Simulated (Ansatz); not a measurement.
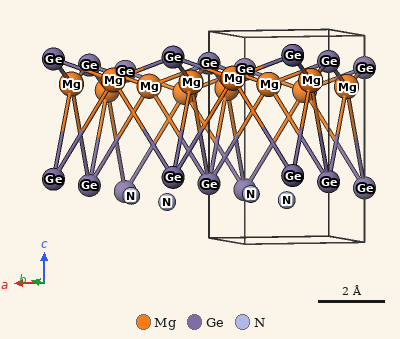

A crystal of Mg₂Ge₂N (a generated structure, set up in P4mm) (coarse preliminary run), before the relaxation. A ball-and-stick model of the cell of the calculation, repeated 2 × 2 × 1 with one cell outlined, seen from a free direction.

These are results of DFT PBE, scalar-relativistic, plane waves, PAW (Ansatz), not measurements.

The input:
```yaml
crystal:
  lattice:
    - [3.82279307, 0.0, 0.0]
    - [0.0, 3.82279307, 0.0]
    - [0.0, 0.0, 6.33734747]
  atoms:
    - { symbol: Mg, position: [0.5, 0.0, 0.7384915] }
    - { symbol: Mg, position: [0.0, 0.5, 0.7384915] }
    - { symbol: Ge, position: [0.0, 0.0, 0.2634409] }
    - { symbol: Ge, position: [0.0, 0.0, 0.84511092] }
    - { symbol: "N", position: [0.5, 0.5, 0.19367153] }
basis:
  ecutwfc: 420
kpoints:
  mp_grid: { grid: [4, 4, 4] }
hamiltonian:
  xc: pbe
scf:
  occupations: { method: gaussian, width: 0.1 }
  lower_state_search: "off"
output:
  forces: true
  stress: true
  eigenvalues: true
relax:
  adjacent_minimum: "off"
  f_tol: 0.04
  max_steps: 70
  cell: { stress_tol: 0.4 }
```

Command:
```bash
ansatz run input.yaml --threads 1 --pin off --max-ram 2560MiB --backend cpu --events-out ev --progress --plain --runs-dir out
```

Question: What does the optimiser find from here?

Answer: Over 13 accepted moves (15 points after the start) the energy falls by 2074 meV per atom. Largest force component: 8.2 eV/Å at the start, 0.038 eV/Å at the end. Pressure: 30.46 GPa at the start and 0.33 GPa at the end. The line search rejected the trial step at point 13 of the run. The SCF was repeated once at an unchanged geometry on a basis and grid sized afresh for the cell, which shifted the energy by 4.6 meV per atom at most. The largest move relative to the cell is that of N5, 2.37 Å along +c. By element the largest moves are N 2.37 Å, Mg 1.20 Å, Ge 0.26 Å. The drawn cell changes as follows: a = b 3.823 → 4.044 Å (+5.8 %), c 6.337 → 6.674 Å (+5.3 %); the volume changes by +17.9 %. Near-neighbour distances that change, for instance: Mg1–N5 3.946 → 2.023 Å, Mg1–Ge4 2.027 → 2.970 Å, Mg1–Ge3 3.566 → 2.986 Å, Ge3–Ge4 2.651 → 2.302 Å. New bonds form: Mg1–N5 (3.95 → 2.02 Å), Mg2–N5 (3.95 → 2.02 Å). Among the angles between lasting bonds that change: Ge4–Mg1–Ge4 141.1° → 85.8°, Mg1–Ge4–Mg1 141.1° → 85.8°, Mg1–Ge4–Ge3 109.5° → 137.1°. The space group stays P4mm (No. 99). The run took 110 s on 1 thread of Intel(R) Xeon(R) Processor @ 2.70GHz, on a shared host, peak memory 0.4 GiB.

History of the run:

| step | E − E(0), meV/atom | largest force component, eV/Å | pressure, GPa | volume, Å³/atom | note |
| --- | --- | --- | --- | --- | --- |
| 0 | 0.00 | 8.2020 | 30.46 | 18.522 |  |
| 1 | -710.85 | 4.5709 | 12.07 | 20.332 |  |
| 2 | -1072.92 | 1.8624 | 2.87 | 20.822 |  |
| 3 | -1300.35 | 1.8269 | -1.01 | 20.470 |  |
| 4 | -1471.55 | 2.3214 | -2.16 | 20.117 |  |
| 5 | -1609.19 | 2.4945 | -2.31 | 19.849 |  |
| 6 | -1731.10 | 2.3373 | -2.01 | 19.648 |  |
| 7 | -1837.77 | 1.9371 | -1.24 | 19.460 |  |
| 8 | -1924.71 | 1.4292 | 0.08 | 19.334 |  |
| 9 | -1986.12 | 0.7931 | 1.20 | 19.432 |  |
| 10 | -2027.23 | 0.4628 | 1.14 | 20.153 |  |
| 11 | -2054.39 | 0.3729 | 0.32 | 21.174 |  |
| 12 | -2067.07 | 0.3805 | -0.04 | 21.724 |  |
| 13 | -2066.74 | 0.5220 | -0.46 | 22.144 | rejected |
| 14 | -2069.77 | 0.0384 | 0.04 | 21.830 |  |
| 15 | -2074.33 | 0.0382 | 0.33 | 21.830 | same geometry, new basis |

Final geometry:

```
CELL_PARAMETERS angstrom
4.04395 0.00000 0.00000
0.00000 4.04395 0.00000
0.00000 0.00000 6.67435
ATOMIC_POSITIONS crystal
Mg 0.50000 0.00000 0.55830
Mg 0.00000 0.50000 0.55830
Ge 0.00000 0.00000 0.22919
Ge 0.00000 0.00000 0.88421
N 0.50000 0.50000 0.54921
```

The end point in the same view:

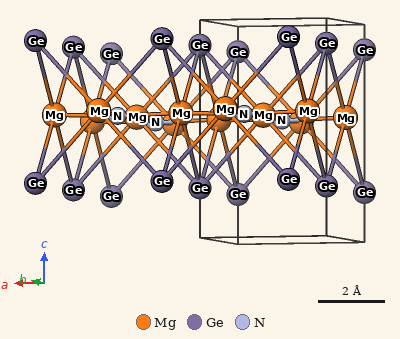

Limits of the set-up: the k-point mesh is coarse for a cell with partly filled bands.
